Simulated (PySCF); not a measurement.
## Electronic structure of C₄H₁₁FSi (SMILES CC(C)[SiH2]CF) in real space

```xyz
17

C    -0.7267   -0.0701    1.4900
C    -0.5722   -0.5233    0.0373
C    -1.9348   -0.5391   -0.6532
Si    0.6676    0.5670   -0.9227
C     2.4272    0.3692   -0.1789
F     2.4925    0.9392    1.0781
H     0.2310   -0.0631    2.0043
H    -1.3981   -0.7381    2.0288
H    -1.1423    0.9345    1.5343
H    -0.1976   -1.5544    0.0489
H    -2.6296   -1.1836   -0.1165
H    -1.8498   -0.9033   -1.6743
H    -2.3581    0.4624   -0.6857
H     0.7674    0.1283   -2.3210
H     0.3043    1.9836   -0.8417
H     2.7291   -0.6739   -0.0555
H     3.1831    0.8767   -0.7820
```

Geometry: GFN2-xTB.

The calculation used PBE0/pcSseg-1, SCF density, gas phase, non-relativistic in PySCF 2.14.0.

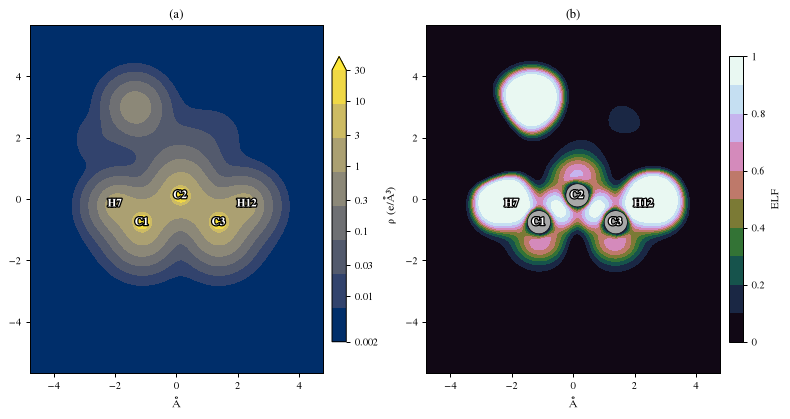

Figure 1. (a) total electron density; (b) ELF on the plane of atoms C1, C2 and C3. Grey discs cover the atomic cores in the ELF map.

What do the fields say about this system?

Atoms in the plane: C and H.
C–C (1.53 Å): ρ is about 1.6 e/Å³ halfway; the ELF peaks at about 0.95 between the atoms: localised, covalent bonding.
C–H (1.09 Å): ρ at the midpoint is about 2 e/Å³; the ELF climbs to about 1 towards the hydrogen, as it does in any bond to H; an ordinary covalent bond to hydrogen.

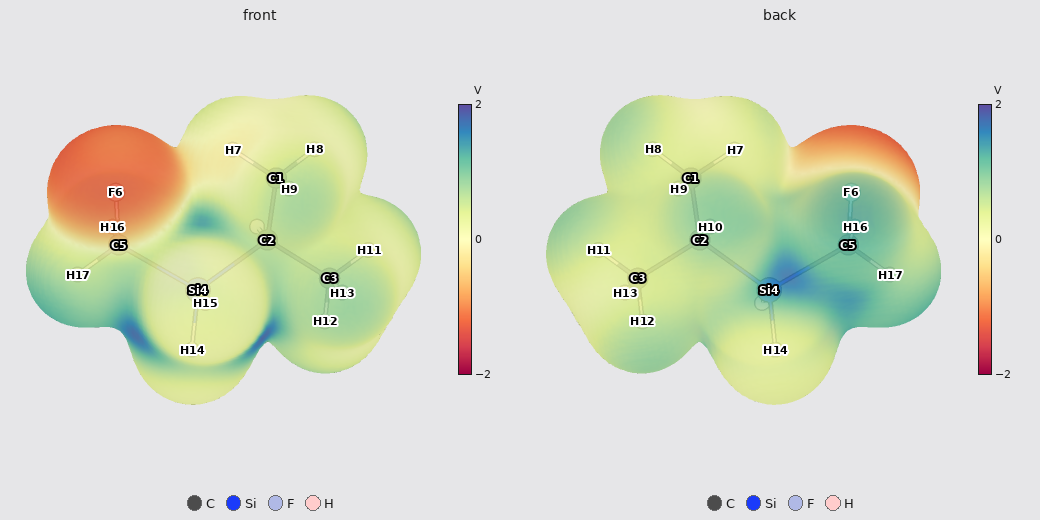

Figure 2. The molecular electrostatic potential painted on the density surface at 0.004 e/bohr³, seen from the front and from behind; the colour scale runs from red (negative) to blue (positive).

Describe the electrostatic potential map.

The most negative region (about −1.2 V) lies over F6, the most positive (about +1.7 V) over Si4.

What dipole moment does the calculation give?

Its dipole moment is 1.63 D.
